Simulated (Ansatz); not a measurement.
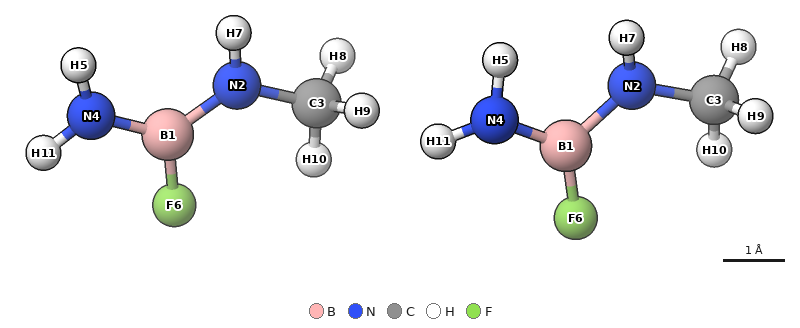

Two geometries of CH6BFN2, drawn at one scale. One is the start of a relaxation, the other its converged end. The picture is a ball-and-stick view, seen at a tilt.

Level of theory: RKS B3LYP/def2-mTZVP in Ansatz 0.2.0. Set-up: no spin polarisation; force threshold 0.03 eV/Å; at most 50 steps.

**Which one is relaxed?**

The left one is the relaxed one. The run prepares an end point of a later path (reaction) calculation, from a guessed geometry. The energy falls by 0.316 eV in 6 accepted moves (7 points after the start). The largest force component goes from 1.9 to 0.019 eV/Å. The line search rejected the trial step at point 3 of the run. H5 moves most after the best rigid fit: 0.45 Å. By element the largest moves are H 0.45 Å, F 0.24 Å, B 0.19 Å, N 0.12 Å, C 0.07 Å. Some distances before and after: B1–N2 1.479 → 1.412 Å, B1–N4 1.401 → 1.415 Å, B1–F6 1.347 → 1.360 Å. Among the angles between lasting bonds that change: B1–N4–H5 107.4° → 124.7°, N2–B1–N4 114.2° → 124.5°, N4–B1–F6 124.8° → 117.2°. The run took 26 s on 2 threads of Arm Neoverse V1, on a shared host, peak memory 0.23 GiB.
